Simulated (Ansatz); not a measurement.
# A workflow on InHCl2O (SMILES [OH][In]([Cl])[Cl])

Aim: a series of 10 runs (HF/STO-3G, UHF/STO-3G, HF/3-21G, UHF/3-21G, PBE/def2-SVP) of Cl2HInO. 

The calculation is run with Ansatz 0.2.0.

## 1. Starting point

InHCl2O: 5 atoms, total charge 0, spin state singlet. As SMILES, `[OH][In]([Cl])[Cl]`. The shape is that of a PBE0-D4/def2-TZVP optimisation. The run starts from this shape.

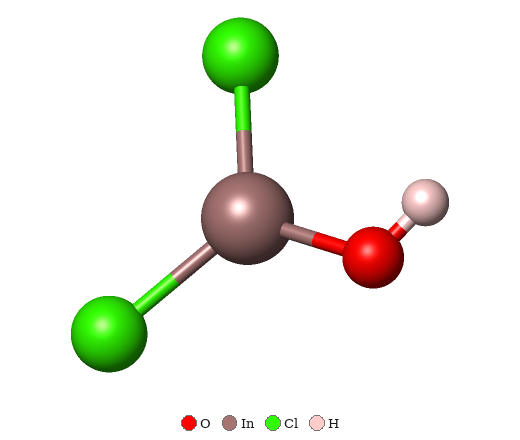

The structure, seen from a chosen angle (oxygen red, indium brown, chlorine green, hydrogen pink).

## 2. A structure relaxation at HF/STO-3G (start density atoms) (run 1)

input.yaml reads:

```yaml
crystal:
  periodic: [false, false, false]
  atoms:
    - {symbol: O, position_ang: [-0.347800, 1.510200, -0.137200]}
    - {symbol: In, position_ang: [-0.087900, -0.432900, -0.100800]}
    - {symbol: Cl, position_ang: [1.722600, -1.320600, 1.019900]}
    - {symbol: Cl, position_ang: [-1.580600, -1.801600, -1.170600]}
    - {symbol: H, position_ang: [0.343600, 1.971200, 0.347200]}
basis:
  gaussian: {orbitals: STO-3G}
magnetization: {spin_polarized: false, initial_magnetization: 0}
hamiltonian: {xc: hf}
relax: {f_tol: 0.002}
output: {orbitals: {seedname: orbitals}}
```

Command:

```
$ ansatz run input.yaml --threads 1 --pin off --max-ram 3480MiB --events-out events.jsonl --progress --plain --runs-dir runs
```

Output, cut to the lines that bear on the results:

```text
Warning: RAYON_NUM_THREADS=1 ignored (pool sized by the plan → 1); use --threads N
[...]
Functional definition: HF
  name "HF"
[...]
688 factors; integrals over basis functions are off by at most 1.9e-5 eV
[...]
mean field -181408.80948187 eV, -6666.6507851513 hartree, gradient 6.1e-6 eV, S^2 0.000000; 0 other end points of the search recorded, 0 dependent functions left out
[...]
reference -181408.80948187 eV, -6666.6507851513 hartree; 46, 46 occupied and 5, 5 virtual orbitals, 688 factors
relax step   1: F+E_penalty+E_count = -181408.80948187 eV  Δ(F+E_penalty+E_count) = +0.000e0 eV  max|allowed force component| = 2.349e0 eV/Å  Δτ_max = 0.0000 Å  (25 SCF iters, accepted)
[...]
relax step   6: F+E_penalty+E_count = -181408.92107290 eV  Δ(F+E_penalty+E_count) = +8.780e-7 eV  max|allowed force component| = 2.054e-3 eV/Å  Δτ_max = 0.0022 Å  (26 SCF iters, rejected (line search))
[...]
relax step   7: F+E_penalty+E_count = -181408.92107639 eV  Δ(F+E_penalty+E_count) = -2.616e-6 eV  max|allowed force component| = 3.246e-4 eV/Å  Δτ_max = 0.0011 Å  (26 SCF iters, accepted)
688 factors; integrals over basis functions are off by at most 2.1e-5 eV
[...]
mean field -181408.92107639 eV, -6666.6548861744 hartree, gradient 1.0e-5 eV, S^2 0.000000; 1 other end points of the search recorded, 0 dependent functions left out
[...]
reference -181408.92107639 eV, -6666.6548861744 hartree; 46, 46 occupied and 5, 5 virtual orbitals, 688 factors
Total energy: -181408.92107639 eV, -6666.6548861744 hartree
Atom 0 at    -0.351777     1.460428    -0.142737 Å, force     0.000325    -0.000206     0.000275 eV/Å
Atom 1 at    -0.074151    -0.392638    -0.089366 Å, force    -0.000104     0.000146    -0.000085 eV/Å
Atom 2 at     1.682652    -1.349065     0.992003 Å, force     0.000021     0.000296     0.000052 eV/Å
Atom 3 at    -1.534872    -1.774786    -1.138882 Å, force    -0.000181    -0.000109    -0.000135 eV/Å
Atom 4 at     0.328048     1.982361     0.337481 Å, force    -0.000061    -0.000126    -0.000107 eV/Å
Dipole moment:     0.111248     0.581925     0.112902 e Å
```

It took 6 s on 1 thread of AMD EPYC 9R45 (Zen 5), shared host; peak memory 0.15 GiB.

Steps, from the record of the run:

```
step  energy from the first frame kept (eV)  largest force (eV/Å)
   1                                 0.0000                2.7625
   2                                -0.0991                0.3090
   3                                -0.1080                0.2567
   4                                -0.1114                0.0573
   5                                -0.1116                0.0040
   6                                -0.1116                0.0024
   7                                -0.1116                0.0005
```

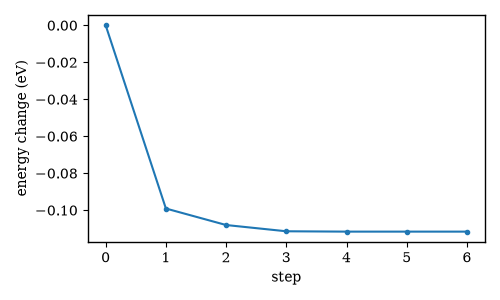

Energy along the run.

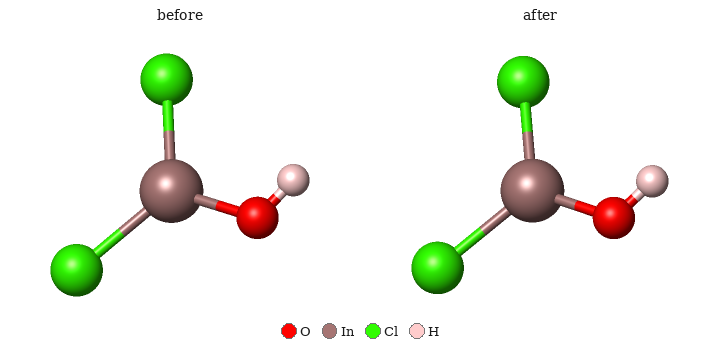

Before and after, at one scale.

After the run. Bond lengths: O1–In2 1.875 Å, In2–Cl3 2.274 Å, In2–Cl4 2.268 Å, O1–H5 0.982 Å. Angles: O1–In2–Cl3 122.9°, O1–In2–Cl4 119.6°, Cl3–In2–Cl4 117.5°, In2–O1–H5 114.1°.

## 3. Vibrational wavenumbers at HF/STO-3G (start density atoms) (run 2)

run.yaml reads:

```yaml
crystal:
  periodic: [false, false, false]
  atoms:
    - {symbol: O, position_ang: [-0.351777, 1.460428, -0.142737]}
    - {symbol: In, position_ang: [-0.074151, -0.392638, -0.089366]}
    - {symbol: Cl, position_ang: [1.682652, -1.349065, 0.992003]}
    - {symbol: Cl, position_ang: [-1.534872, -1.774786, -1.138882]}
    - {symbol: H, position_ang: [0.328048, 1.982361, 0.337481]}
basis:
  gaussian: {orbitals: STO-3G}
hamiltonian: {xc: hf}
magnetization: {spin_polarized: false, initial_magnetization: 0}
phonons: {temperatures: {t_min: 298.15, t_max: 298.15, t_step: 1}}
```

Command:

```
$ ansatz run run.yaml --threads 1 --pin off --max-ram 3480MiB --events-out events.jsonl --progress --plain --runs-dir runs
```

Output, cut to the lines that bear on the results:

```text
Warning: RAYON_NUM_THREADS=1 ignored (pool sized by the plan → 1); use --threads N
[... 2 set-up lines as earlier in the session ...]
[...]
687 factors; integrals over basis functions are off by at most 2.1e-5 eV
[...]
mean field -181408.92107283 eV, -6666.6548860433 hartree, gradient 2.6e-5 eV, S^2 0.000000; 0 other end points of the search recorded, 0 dependent functions left out
[...]
reference -181408.92107283 eV, -6666.6548860433 hartree; 46, 46 occupied and 5, 5 virtual orbitals, 687 factors
[...]
687 factors; integrals over basis functions are off by at most 2.0e-5 eV
[...]
mean field -181408.92097742 eV, -6666.6548825371 hartree, gradient 4.9e-6 eV, S^2 0.000000; 0 other end points of the search recorded, 0 dependent functions left out
[...]
reference -181408.92097742 eV, -6666.6548825371 hartree; 46, 46 occupied and 5, 5 virtual orbitals, 687 factors
[...]
687 factors; integrals over basis functions are off by at most 2.1e-5 eV
mean field -181408.92102565 eV, -6666.6548843094 hartree, gradient 4.9e-6 eV, S^2 0.000000; 0 other end points of the search recorded, 0 dependent functions left out
[...]
reference -181408.92102565 eV, -6666.6548843094 hartree; 46, 46 occupied and 5, 5 virtual orbitals, 687 factors
Total energy: -181408.92107283 eV, -6666.6548860433 hartree
Atom 0 at    -0.351777     1.460428    -0.142737 Å, force     0.000301    -0.000254     0.000256 eV/Å
Atom 1 at    -0.074151    -0.392638    -0.089366 Å, force    -0.000107     0.000174    -0.000084 eV/Å
Atom 2 at     1.682652    -1.349065     0.992003 Å, force     0.000023     0.000295     0.000053 eV/Å
Atom 3 at    -1.534872    -1.774786    -1.138882 Å, force    -0.000184    -0.000112    -0.000138 eV/Å
Atom 4 at     0.328048     1.982361     0.337481 Å, force    -0.000033    -0.000103    -0.000087 eV/Å
Dipole moment:     0.111249     0.581924     0.112902 e Å
Vibrations: 110.54 132.45 135.46 336.64 392.10 413.29 582.81 969.38 4271.05 cm⁻¹, zero-point energy 0.455252 eV
```

Wall time 17 s (1 thread of AMD EPYC 9R45 (Zen 5), shared host); peak memory 0.15 GiB.

Run 3 isn't shown in full; the table further down has it.

## 4. The doublet cation: a geometry optimisation at UHF/STO-3G (start density atoms) (run 4)

in.yaml reads:

```yaml
crystal:
  periodic: [false, false, false]
  atoms:
    - {symbol: O, position_ang: [-0.351777, 1.460428, -0.142737]}
    - {symbol: In, position_ang: [-0.074151, -0.392638, -0.089366]}
    - {symbol: Cl, position_ang: [1.682652, -1.349065, 0.992003]}
    - {symbol: Cl, position_ang: [-1.534872, -1.774786, -1.138882]}
    - {symbol: H, position_ang: [0.328048, 1.982361, 0.337481]}
basis:
  gaussian:
    orbitals: STO-3G
total_charge: 1
hamiltonian:
  xc: hf
magnetization:
  spin_polarized: true
  initial_magnetization: 1
relax: {}
```

Command:

```
$ ansatz run in.yaml --threads 1 --pin off --max-ram 3480MiB --events-out events.jsonl --progress --plain --runs-dir runs
```

Output, cut to the lines that bear on the results:

```text
Warning: RAYON_NUM_THREADS=1 ignored (pool sized by the plan → 1); use --threads N
[...]
[... 2 set-up lines as earlier in the session ...]
[...]
687 factors; integrals over basis functions are off by at most 2.1e-5 eV
[...]
mean field -181401.94753929 eV, -6666.3986134125 hartree, gradient 1.5e-5 eV, S^2 0.754998; 3 other end points of the search recorded, 0 dependent functions left out
[...]
reference -181401.94753929 eV, -6666.3986134125 hartree; 46, 45 occupied and 5, 6 virtual orbitals, 687 factors
relax step   1: F+E_penalty+E_count = -181401.94753929 eV  Δ(F+E_penalty+E_count) = +0.000e0 eV  max|allowed force component| = 6.519e0 eV/Å  Δτ_max = 0.0000 Å  (167 SCF iters, accepted)
[...]
relax step   5: F+E_penalty+E_count = -181403.04756747 eV  Δ(F+E_penalty+E_count) = -1.471e-3 eV  max|allowed force component| = 3.145e-2 eV/Å  Δτ_max = 0.0206 Å  (53 SCF iters, accepted)
[...]
687 factors; integrals over basis functions are off by at most 1.1e-5 eV
[...]
mean field -181403.07962033 eV, -6666.4402166237 hartree, gradient 2.6e-5 eV, S^2 0.755731; 3 other end points of the search recorded, 0 dependent functions left out
[...]
reference -181403.07962033 eV, -6666.4402166237 hartree; 46, 45 occupied and 5, 6 virtual orbitals, 687 factors
Total energy: -181403.07962033 eV, -6666.4402166237 hartree
Atom 0 at     0.121458     1.325152    -0.265912 Å, force    -0.000337    -0.000217     0.000548 eV/Å
Atom 1 at     0.084572    -0.816153    -0.091215 Å, force     0.000427     0.000300    -0.000641 eV/Å
Atom 2 at     1.906407    -1.254704     1.103745 Å, force    -0.000202    -0.000005     0.000181 eV/Å
Atom 3 at    -1.805778    -1.373190    -1.118618 Å, force    -0.000011     0.000179     0.000322 eV/Å
Atom 4 at    -0.256759     2.045194     0.330498 Å, force     0.000124    -0.000257    -0.000410 eV/Å
Dipole moment:    -0.105159     1.159641     0.114950 e Å
```

It took 22 s on 1 thread of AMD EPYC 9R45 (Zen 5), shared host; peak memory 0.22 GiB.

The path in brief:

```csv
step,energy from the first frame kept (eV),largest force (eV/Å)
1,0.0000,6.5314
2,-0.8619,2.2985
3,-1.0751,0.5864
4,-1.0986,0.1211
5,-1.1000,0.0334
6,-1.1002,0.0090
7,-1.1003,0.0927
8,-1.1096,0.1366
9,-1.1113,0.0789
10,-1.0552,2.5137
11,-1.1157,0.1095
12,-1.1225,0.1753
13,-1.1295,0.0779
14,-1.1315,0.0277
15,-1.1280,0.6836
16,-1.1320,0.0058
17,-1.1321,0.0370
18,-1.1321,0.0205
19,-1.1321,0.0008
```

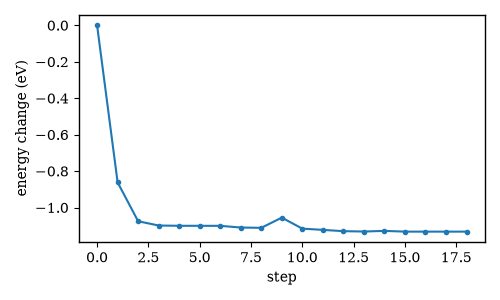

Energy along the run.

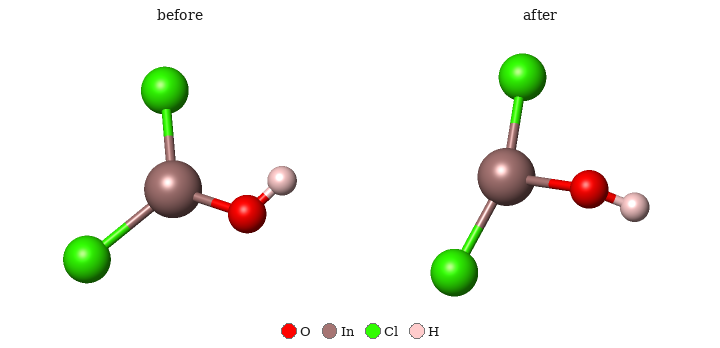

Before and after, at one scale.

After the run. Bond lengths: O1–In2 2.149 Å, In2–Cl3 2.222 Å, In2–Cl4 2.222 Å, O1–H5 1.009 Å. Angles: O1–In2–Cl3 103.1°, O1–In2–Cl4 103.1°, Cl3–In2–Cl4 153.7°, In2–O1–H5 131.1°.

Runs 5 to 9 aren't shown in full; the table further down has their settings and results.

## 5. Vibrational wavenumbers at PBE/def2-SVP (core potential, start density atoms) (run 10)

job.yaml reads:

```yaml
basis:
  gaussian:
    orbitals: def2-SVP
crystal:
  periodic: [false, false, false]
  atoms:
    - {symbol: O, position_ang: [-0.372164, 1.558121, -0.149231]}
    - {symbol: In, position_ang: [-0.082152, -0.428005, -0.097039]}
    - {symbol: Cl, position_ang: [1.759537, -1.358963, 1.041548]}
    - {symbol: Cl, position_ang: [-1.605917, -1.832531, -1.189280]}
    - {symbol: H, position_ang: [0.350596, 1.987678, 0.352502]}
hamiltonian:
  xc: {name: PBE}
phonons:
  temperatures:
    t_min: 298.15
    t_max: 298.15
    t_step: 1
```

Command:

```
$ ansatz run job.yaml --threads 1 --pin off --max-ram 3480MiB --events-out events.jsonl --progress --plain --runs-dir runs
```

Output, cut to the lines that bear on the results:

```text
Warning: RAYON_NUM_THREADS=1 ignored (pool sized by the plan → 1); use --threads N
Functional definition: PBE
  name "PBE"
[...]
907 factors; their error is unknown
[...]
mean field -32263.48404908 eV, -1185.6611698288 hartree, gradient 4.9e-5 eV, S^2 0.000000; 0 other end points of the search recorded, 0 dependent functions left out
[...]
reference -32263.48409415 eV, -1185.6611714850 hartree; 32, 32 occupied and 49, 49 virtual orbitals, 907 factors
[...]
907 factors; their error is unknown
mean field -32263.48396267 eV, -1185.6611666532 hartree, gradient 2.9e-6 eV, S^2 0.000000; 0 other end points of the search recorded, 0 dependent functions left out
[...]
reference -32263.48400773 eV, -1185.6611683093 hartree; 32, 32 occupied and 49, 49 virtual orbitals, 907 factors
[...]
907 factors; their error is unknown
[...]
907 factors; their error is unknown
mean field -32263.48400791 eV, -1185.6611683158 hartree, gradient 1.5e-6 eV, S^2 0.000000; 0 other end points of the search recorded, 0 dependent functions left out
[...]
reference -32263.48405298 eV, -1185.6611699720 hartree; 32, 32 occupied and 49, 49 virtual orbitals, 907 factors
Total energy: -32263.48409415 eV, -1185.6611714850 hartree
Atom 0 at    -0.372164     1.558121    -0.149231 Å, force    -0.000455    -0.000349    -0.000335 eV/Å
Atom 1 at    -0.082152    -0.428005    -0.097039 Å, force    -0.000530    -0.000340    -0.000333 eV/Å
Atom 2 at     1.759537    -1.358963     1.041548 Å, force    -0.000102     0.000550    -0.000040 eV/Å
Atom 3 at    -1.605917    -1.832531    -1.189280 Å, force    -0.000055    -0.000434    -0.000077 eV/Å
Atom 4 at     0.350596     1.987678     0.352502 Å, force     0.001141     0.000573     0.000785 eV/Å
Dipole moment:     0.175188     0.262410     0.132534 e Å
Vibrations: 86.51 106.53 107.20 279.21 339.89 379.54 586.93 853.05 3686.02 cm⁻¹, zero-point energy 0.398292 eV
```

It took 18 s on 1 thread of AMD EPYC 9R45 (Zen 5), shared host; peak memory 0.13 GiB.

## 6. All runs side by side

| run | level | task | walk f tol | partner | energy (Eh) | dipole moment (D) | wall time |
| --- | --- | --- | --- | --- | --- | --- | --- |
| 1 | HF/STO-3G (start density atoms) | optimise | 0.002 | base | -6666.654886 | 2.90 | 6 s |
| 2 | HF/STO-3G (start density atoms) | frequencies | – | base | -6666.654886 | 2.90 | 17 s |
| 3 | UHF/STO-3G (start density atoms) | energy | – | cation | -6666.398609 | – | 1.5 s |
| 4 | UHF/STO-3G (start density atoms) | optimise | – | cation | -6666.440217 | – | 22 s |
| 5 | HF/3-21G (start density atoms) | optimise | 0.002 | base | -6704.873407 | 3.46 | 8.1 s |
| 6 | HF/3-21G (start density atoms) | frequencies | – | base | -6704.873407 | 3.46 | 25 s |
| 7 | UHF/3-21G (start density atoms) | energy | – | cation | -6704.499635 | – | 9.9 s |
| 8 | UHF/3-21G (start density atoms) | optimise | – | cation | -6704.542471 | – | 38 s |
| 9 | PBE/def2-SVP (core potential, start density atoms) | optimise | 0.002 | base | -1185.661172 | 1.64 | 5.7 s |
| 10 | PBE/def2-SVP (core potential, start density atoms) | frequencies | – | base | -1185.661171 | 1.64 | 18 s |

## 7. Outcome

```
                                                                          quantity           value
                                                run 10, PBE/def2-SVP: total energy  -1185.66117 Eh
                                               run 10, PBE/def2-SVP: dipole moment          1.64 D
                                    run 10, PBE/def2-SVP: largest force on an atom      0.001 eV/Å
                                  run 10, PBE/def2-SVP: lowest harmonic wavenumber         87 cm⁻¹
                                 run 10, PBE/def2-SVP: highest harmonic wavenumber       3686 cm⁻¹
                                           run 10, PBE/def2-SVP: zero-point energy     38.4 kJ/mol
                     vertical ionisation energy (to the doublet cation), HF/STO-3G        6.974 eV
                      vertical ionisation energy (to the doublet cation), HF/3-21G       10.171 eV
adiabatic ionisation energy (to the doublet cation, no zero-point term), HF/STO-3G        5.841 eV
 adiabatic ionisation energy (to the doublet cation, no zero-point term), HF/3-21G        9.005 eV
```

**Reading.** At HF/STO-3G: the vertical ionisation energy comes to 6.97 eV (673 kJ/mol). In a minimal basis such a difference can be off by several eV, whatever the method. At HF/3-21G: the vertical ionisation energy comes to 10.17 eV (235 kcal/mol). At HF/STO-3G: the adiabatic ionisation energy (to the doublet cation, no zero-point term) is 5.84 eV (564 kJ/mol). At HF/3-21G: the adiabatic ionisation energy (to the doublet cation, no zero-point term) is 9.01 eV (208 kcal/mol). Some runs of one species differ in core potentials or relativity; totals across that change don't compare. In runs 1, 2, 3, 4 the basis is minimal, so the values are rough. In runs 1, 2, 3, 4, 5, 6, 7, 8 relativity is left out where basis or elements ask for it. All runs together took 2.5 min, the longest 38 s.
